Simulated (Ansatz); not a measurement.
# AsH₃+ (doublet): inputs that go wrong

3 inputs are run for AsH₃+ (doublet) as typed; the log has to tell whether the result can be used and what must change.

The runs use Ansatz 0.2.0, Gaussian basis; the settings change from run to run.

## 1. The system

The geometry is a PBE0/def2-TZVP stationary point (not a proven minimum) of the parent state, kept for this charge and spin. No spin-orbit coupling is included. The filled d shell of As counts as core when cores are frozen.

4 atoms, charge 1, spin multiplicity 2.

Atoms are counted from 1 here; the program's logs count them from 0.

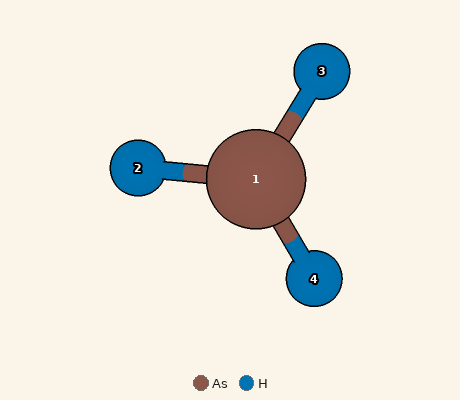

The structure; arsenic brown, hydrogen blue; atoms are numbered from 1 in the order of the file.

## 2. Attempt 1

Input file in.yaml:

```yaml
crystal:
  periodic: [false, false, false]
  atoms:
    - {symbol: As, position_ang: [0.000180, 0.000018, -0.032875]}
    - {symbol: H, position_ang: [1.259297, 0.013995, 0.821503]}
    - {symbol: H, position_ang: [-0.648855, 1.086822, 0.811601]}
    - {symbol: H, position_ang: [-0.623856, -1.102121, 0.810570]}
basis:
  gaussian: {orbitals: "6-31G*"}
total_charge: 1
magnetization: {spin_polarized: false, initial_magnetization: 1}
correlation: {method: fic_mrcisd_q, electrons: outside_noble_gas, active_space: {window: {electrons: 3, orbitals: 3}, places: [1, 2]}}
```

The run is started by

```bash
> ansatz run in.yaml --threads 1 --pin off --events-out ev --progress --plain --max-ram 2393MiB
```

The program printed:

```text
Error: invalid value for `correlation.active_space`: name one of window, places and ras
```

It took 0.03 s on 1 thread of Intel Xeon 6975P-C, shared host.

Diagnosis: The run was refused. The active space is defined twice. To mend it, keep one definition.

## 3. Attempt 2

Input file in.yaml:

```yaml
crystal:
  periodic: [false, false, false]
  atoms:
    - {symbol: As, position_ang: [0.000180, 0.000018, -0.032875]}
    - {symbol: H, position_ang: [1.259297, 0.013995, 0.821503]}
    - {symbol: H, position_ang: [-0.648855, 1.086822, 0.811601]}
    - {symbol: H, position_ang: [-0.623856, -1.102121, 0.810570]}
basis:
  gaussian: {orbitals: cc-pVDZ}
total_charge: 1
magnetization: {spin_polarized: false, initial_magnetization: 1}
hamiltonian: {xc: r2scan}
correlation: {active_space: {window: {electrons: 3, orbitals: 3}}}
```

The command is unchanged.

The program printed:

```text
Error: invalid value for `correlation.active_space`: it starts from restricted Hartree–Fock orbitals; set hamiltonian.xc: hf without magnetization.spin_polarized
```

Wall time 0.03 s (1 thread of Intel Xeon 6975P-C, shared host).

Diagnosis: The run was refused. An active space is asked on a functional's orbitals. To mend it, start from Hartree-Fock.

## 4. Attempt 3

Input file in.yaml:

```yaml
crystal:
  periodic: [false, false, false]
  atoms:
    - {symbol: As, position_ang: [1.559297, 0.063995, 1.121503]}
    - {symbol: H, position_ang: [1.259297, 0.013995, 0.821503]}
    - {symbol: H, position_ang: [-0.648855, 1.086822, 0.811601]}
    - {symbol: H, position_ang: [-0.623856, -1.102121, 0.810570]}
basis:
  gaussian: {orbitals: STO-3G}
total_charge: 1
magnetization: {spin_polarized: false, initial_magnetization: 1}
correlation: {active_space: {window: {electrons: 5, orbitals: 6}, states: [{multiplicity: 2, weights: [1, 0.5, 0.5]}, {multiplicity: 4, weights: [1]}]}}
```

Launched as before.

The program printed, shortened:

```text
Functional definition: HF
  name "HF"
  cite "Fock, Z. Phys. 61, 126 (1930) doi:10.1007/BF01340294"
  parent pbe
[...]
248 factors; integrals over basis functions are off by at most 4.0e-8 eV
[...]
mean field -60035.98637167 eV, -2206.2818053057 hartree, gradient 1.4e-6 eV, S^2 0.750000; 10 other end points of the search recorded, 0 dependent functions left out
reference -60035.98637167 eV, -2206.2818053057 hartree; 18, 17 occupied and 3, 4 virtual orbitals, 248 factors
state -60040.59177093 eV, -2206.4510506070 hartree
state -60038.85079987 eV, -2206.3870711005 hartree
state -60038.50397710 eV, -2206.3743255988 hartree
state -60040.11969793 eV, -2206.4337022440 hartree
Total energy: -60039.79628578 eV, -2206.4218170669 hartree
```

Wall time 0.75 s (1 thread of Intel Xeon 6975P-C, shared host).

**Diagnosis.** The run converged, which proves nothing about the input. One atom lies on top of another. The shortest distance is 0.43 Å, against 1.52 Å in the geometry of step 1. Its energy belongs to another geometry. To mend it, restore its position.

## 5. Summary

```
attempt                 level      ended                                                cause    time
      1  MRCISD+Q(3,3)/6-31G*    refused                    the active space is defined twice  0.03 s
      2   CASSCF(3,3)/cc-pVDZ    refused  an active space is asked on a functional's orbitals  0.03 s
      3    CASSCF(5,6)/STO-3G  converged                      one atom lies on top of another  0.75 s
```

2 refused, 1 converged. The input that converges on a wrong geometry or spin is the dangerous one: no error points at it, so geometry and ⟨S²⟩ have to be checked.
